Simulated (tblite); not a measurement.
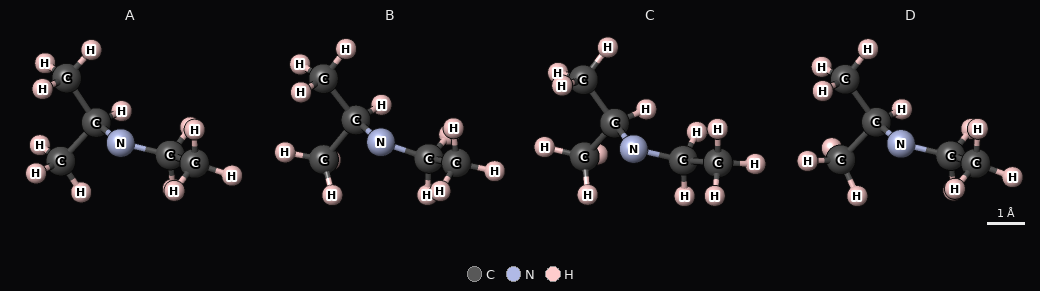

4 geometries from one relaxation of C5H12N (multiplicity 2), in shuffled order. The picture is a ball-and-stick view, seen at a tilt.

Theory: GFN2-xTB geometry optimisation, gas phase (tblite 0.8.0). 

> Order the frames from highest to lowest energy.

C, B, D, A. They are steps 0, 35, 68, 115, at +18.6 kcal/mol, +2.78 kcal/mol, +1.25 kcal/mol relative to the last. The largest move after the best rigid fit is that of an H atom, 1.16 Å. Largest moves by element: H 1.16 Å, N 0.37 Å, C 0.25 Å. Some distances before and after: C–N 1.475 → 1.410 Å, C–H 1.126 → 1.087 Å, C–C 1.500 → 1.536 Å, C–N 1.430 → 1.402 Å. Among the angles between lasting bonds that change: C–N–C 104.5° → 117.7°, C–C–H 115.2° → 109.8°, C–C–H 105.3° → 110.5°. Groups turn about C–C by about 50°, C–C by about 25°. After 115 geometry steps the energy has fallen by 18.6 kcal/mol. The run took 0.62 s on 1 thread of Intel(R) Xeon(R) Platinum 8488C, with other jobs on the host.
